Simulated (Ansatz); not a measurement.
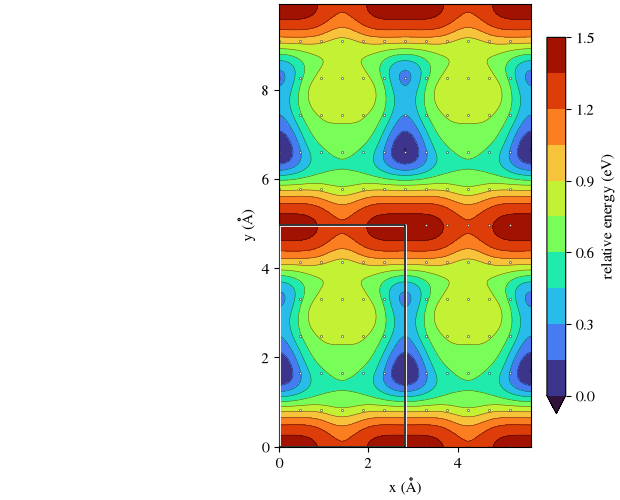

Cl on a TiAl(101) slab cut from the P4/mmm phase, its upper half relaxed before the scan (6 atoms of substrate and one adsorbate in a 1 × 1 cell). Cl is moved over the surface cell; relaxed at each place: the height of the adsorbate's atoms; substrate rigid; the origin of the map has the adsorbate above Al6. Places are given modulo a cell vector. The map is drawn in real space over the plane of the surface. The scan uses a 6 × 6 grid; 24 points were computed and 12 follow by symmetry. All energies are given in eV relative to the lowest grid point. With one adsorbate in each 1 × 1 cell, its nearest image is 2.8 Å away, so neighbouring adsorbates interact. Method: DFT PBE, scalar-relativistic, plane waves, PAW (Ansatz 0.2.0). Settings: cutoff 420 eV, k-mesh 9×6×1, gaussian smearing 0.1 eV, no spin polarisation.

Drawn: filled contours, dots at the grid points, the outline of one cell of the 2 × 2 shown. Between grid points the surface is interpolated.

The lowest grid point is at a threefold hollow (Al–Ti–Ti), (0/6, 2/6) of the cell vectors. There is a further well near a threefold hollow (Al–Ti–Ti) over a second-layer Al atom, (0/6, 4/6) of the cell vectors (0.27 eV above the lowest at that grid point). The highest grid point, the top site over a surface Al atom, (0/6, 0/6) of the cell vectors, lies 1.42 eV above the lowest. On the interpolated surface the easiest way out of the lowest well to the well at a threefold hollow (Al–Ti–Ti) over a second-layer Al atom, (0/6, 4/6) of the cell vectors passes a barrier of about 0.37 eV. At the lowest point the adsorbate has 1 Al at 2.38 Å as nearest neighbours, at the highest 1 Al at 2.18 Å. Its relaxed height above the top atom is 1.71 Å at the lowest and 2.18 Å at the highest point.

Cl is replaced by F; all else is set up alike. With one adsorbate in each 1 × 1 cell, its nearest image is 2.8 Å away, so neighbouring adsorbates interact. The runs have no spin polarisation; a magnetic state may lie lower.

Question: What does this change do to the map?

Answer: The lowest place stays at a threefold hollow (Al–Ti–Ti), (0/6, 2/6) of the cell vectors. The span from the lowest to the highest grid point shrinks from 1.42 to 1.33 eV. The easiest pass out of the lowest well goes from about 0.37 to about 0.53 eV on the interpolated surfaces. Higher wells of the new map: a threefold hollow (Al–Ti–Ti) over a second-layer Al atom, (0/6, 4/6) of the cell vectors, 0.34 eV up (that grid point lay 0.27 eV up before). In the new map: at the lowest point the adsorbate has 1 Al at 2.04 Å as nearest neighbours, at the highest 1 Al at 1.71 Å. Its relaxed height above the top atom is 1.19 Å at the lowest and 1.71 Å at the highest point.

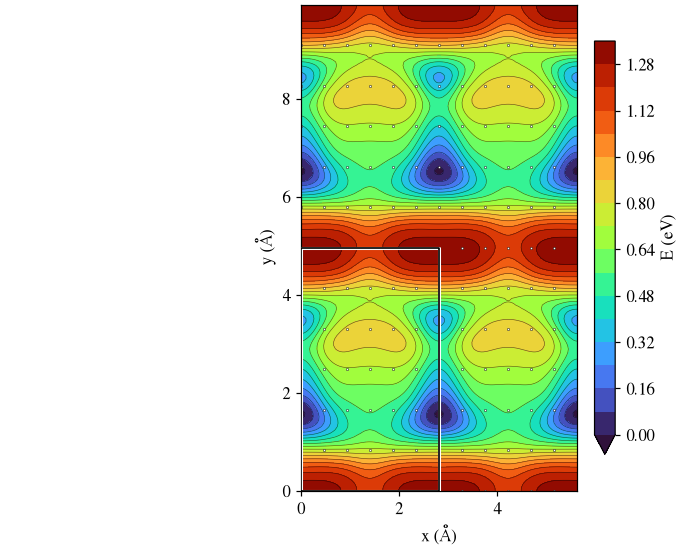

The map after the change, on a colour scale of its own. In the figure: filled contours, dots at the grid points, the outline of one cell of the 2 × 2 shown. Between grid points the surface is interpolated.

PAW datasets: the set soft_1.
